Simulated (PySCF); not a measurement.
C4H13BSSi, SMILES CB(C)S[SiH](C)C, singlet at its GFN2-xTB optimised geometry (Å):

```
20

Si    -1.5910     0.5119    -0.0489
C     -2.3190     2.1916     0.4400
C     -2.1312     0.0323    -1.8082
S      0.5633     0.8308     0.0000
B      1.3878    -0.7486     0.0000
C      0.6004    -2.1223     0.0323
C      2.9694    -0.7486     0.0000
H     -1.9392    -0.5252     0.9278
H     -2.0346     2.4677     1.4507
H     -1.9666     2.9772    -0.2223
H     -3.4032     2.1738     0.3912
H     -3.2089    -0.0889    -1.8617
H     -1.6785    -0.8975    -2.1406
H     -1.8490     0.8033    -2.5210
H     -0.2040    -2.1696    -0.6997
H      0.1335    -2.2664     1.0072
H      1.2518    -2.9772    -0.1371
H      3.3640    -1.3519     0.8171
H      3.4032     0.2453     0.0794
H      3.3506    -1.1993    -0.9167
```

Method: PBE0/def2-SVP run with PySCF 2.14.0. Cells within 0.4 Å of a nucleus heavier than hydrogen are left out (blank, or x).

Map of the electron localisation function on the plane z = 0.0 Å:

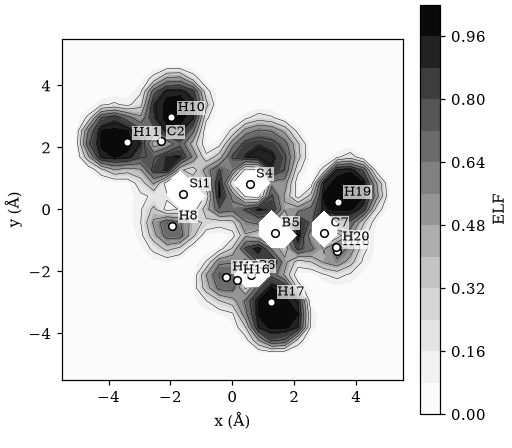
Fig. 1. Electron localisation function on the plane z = 0.0 Å.
